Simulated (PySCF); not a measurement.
Consider LiAl (charge +1, doublet).

```xyz
2

Li    0.0000    0.0000   -2.4507
Al    0.0000    0.0000    0.6373
```

These are results of PBE0/def2-SVPD, non-relativistic Hamiltonian with scalar-relativistic core potentials where named, at a bond length of 3.088 Å (PySCF 2.14.0), not measurements.

Predict the electron density, electron localisation function and spin density between the atoms.

Li–Al (3.09 Å): ρ is about 0.13 e/Å³ halfway; the ELF peaks at about 1 in the valence shell of Al, 1.4 Å from its nucleus, and is about 1 at the midpoint.
The unpaired spin (1 electron) lies mostly on Al2 (about 0.7) and Li1 (about 0.3), in electrons by Hirshfeld's partition.

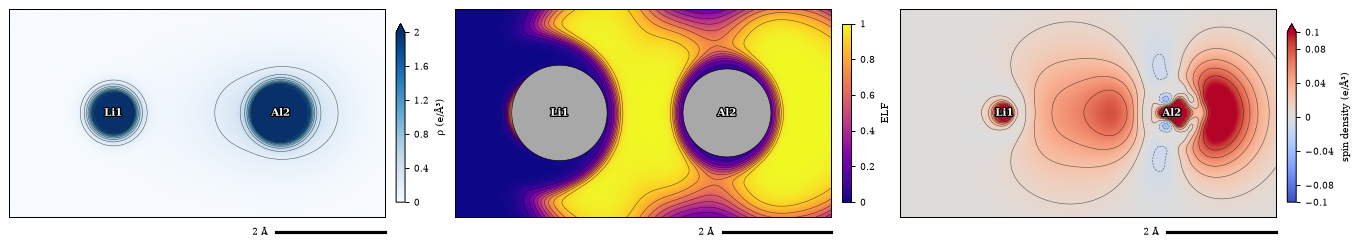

Computed electron density, electron localisation function and spin density on a plane that holds the molecular axis, in this order. Grey discs cover the atomic cores in the ELF map. 
